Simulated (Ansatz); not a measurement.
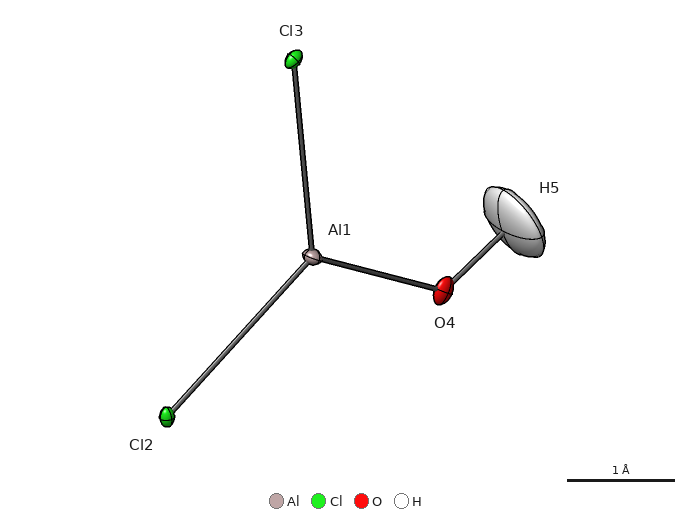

Displacement ellipsoids at the 50 % level, from the internal vibrations of the free molecule (harmonic, no overall translation or rotation; no half-axis is drawn under 0.075 Å). Vibrations computed with RKS PBE0-D4/def2-TZVP (Ansatz 0.2.0). Temperature: 400 K.

Which atom has the largest mean-square displacement?

Answer. H5, with U_eq = 0.0495 Å².

Does H5 move more along its bond or across it?

Answer. Across it: the root-mean-square amplitude is 0.108 Å along the bond and up to 0.283 Å across, since bending and torsion are softer than stretching.

Give the displacement parameters, one line for each set of equivalent atoms.

```json
{"atom": "Al1", "U_eq (Å²)": "0.0034", "rms amplitudes (Å)": "0.039, 0.060, 0.071"}
{"atom": "Cl2", "U_eq (Å²)": "0.0021", "rms amplitudes (Å)": "0.017, 0.040, 0.066"}
{"atom": "Cl3", "U_eq (Å²)": "0.0021", "rms amplitudes (Å)": "0.017, 0.040, 0.066"}
{"atom": "O4", "U_eq (Å²)": "0.0050", "rms amplitudes (Å)": "0.046, 0.066, 0.093"}
{"atom": "H5", "U_eq (Å²)": "0.0495", "rms amplitudes (Å)": "0.097, 0.243, 0.283"}
```
